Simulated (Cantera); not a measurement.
Charge: 1 mol SiC, 0.0072 mol H2O, 27 mol H2, 1.7 mol N2O, at 0.000880 bar.

These are equilibrium values from Cantera (NASA tables, ideal gas, pure condensed phases), not measurements of a reactor. Candidate condensed phases: C, C6H6, C7H8, C8H18, H2O, Si, SiC, SiO2, Si2N2O, Si3N4; 151 gas species. The tables' values for SiN are old estimates; treat these amounts as uncertain. Gases not in the tables: Si2H6 and higher silanes. Equilibrium is a limit: real reactors are often held back by kinetics, nucleation or transport.

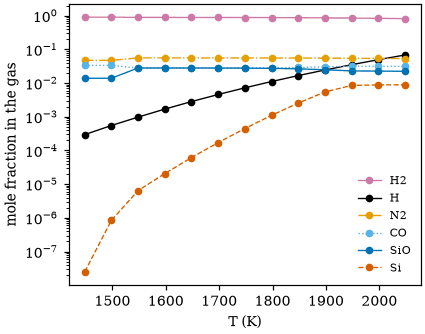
Figure: Equilibrium gas composition (values under 1e-9 drawn at 1e-9)

Problem. Read off the mole fractions at 1898 K.

Solution. H2 about 0.86, N2 about 0.055, CO about 0.030, SiO about 0.025, H about 0.024, Si about 0.0055.
